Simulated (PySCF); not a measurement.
SMILES [CH2](C)[Ga]([OH])[O]C at its GFN2-xTB optimised geometry (Å):

```
15

Ga     0.2158     0.3844     0.0000
C     -0.8004    -1.4057     0.0115
C      0.1558    -2.5691    -0.1925
H     -1.5591    -1.3671    -0.7743
H     -1.3190    -1.4856     0.9702
H      0.9308    -2.5677     0.5721
H      0.6450    -2.5026    -1.1627
H     -0.3838    -3.5152    -0.1387
O      1.9631     0.3844     0.0000
H      2.4627     1.2000     0.0038
O     -0.3892     2.0460     0.0000
C     -1.5455     2.8505    -0.0025
H     -2.4627     2.2578    -0.0482
H     -1.5645     3.4549     0.9086
H     -1.5148     3.5152    -0.8704
```

Computed with PBE0/def2-TZVP (PySCF).

Map of the electrostatic potential (hartree/e), clipped to [-0.08, 0.12] on the plane z = 1.0 Å:

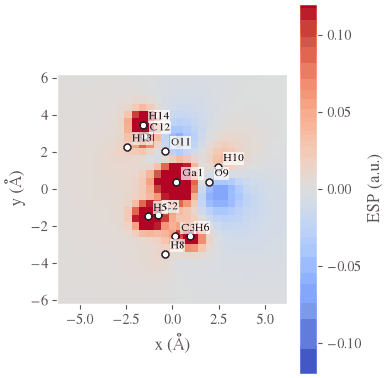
Figure. Electrostatic potential (hartree/e), clipped to [-0.08, 0.12] on the plane z = 1.0 Å.
